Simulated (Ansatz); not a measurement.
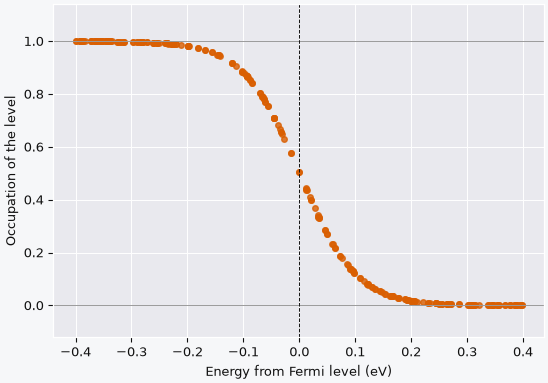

Occupations of the one-electron levels of the k mesh against their energy, from a run on Ca$_{2}$GeSb$_{2}$, space group P1, 10 atoms in the cell, K2NiO2-139 type type, with Ansatz.

Which smearing scheme was used (Fermi-Dirac, Gaussian, Methfessel-Paxton or cold), and about what width?

Answer. Fermi-Dirac smearing with a width of 0.05 eV. The occupations stay between 0 and 1 and have long exponential tails; the slope at the Fermi level is 1/(4 × width).
